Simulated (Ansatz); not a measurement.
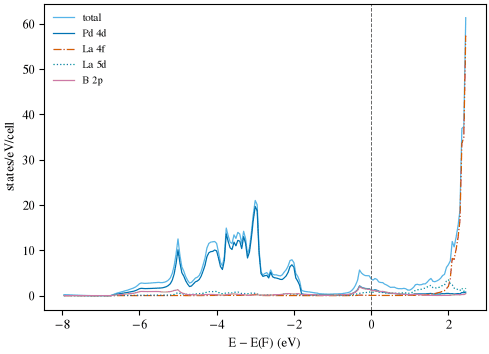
*Total and projected density of states of LaBPd3 (cubic perovskite, Pm-3m), r²SCAN in the plane-wave PAW code Ansatz*

Task: Which orbitals carry the states next to the Fermi level?

Result: Within 0.5 eV of the Fermi level: Pd 4d 34 %, B 2p 33 %, La 5d 19 %, outside the projected shells 10 %. Projections are on Löwdin-orthogonalised atomic valence shells; empty p or d shells of many metals are not among them.

Task: Where is the tallest occupied peak in this window, and what makes it?

Result: Near -3.0 eV, about 21 states/eV per cell; the largest projected share is Pd 4d.

The workflow started from an entry of the Crystallography Open Database (COD). Whether it is the stable phase at ambient conditions was not checked. The cell was relaxed with r²SCAN under the symmetry of its start; whether a distortion lowers the energy is not shown. The run is not spin-polarised. Spin–orbit coupling is left out wherever it is not named.

Potentials: the later of the program's two PAW sets.
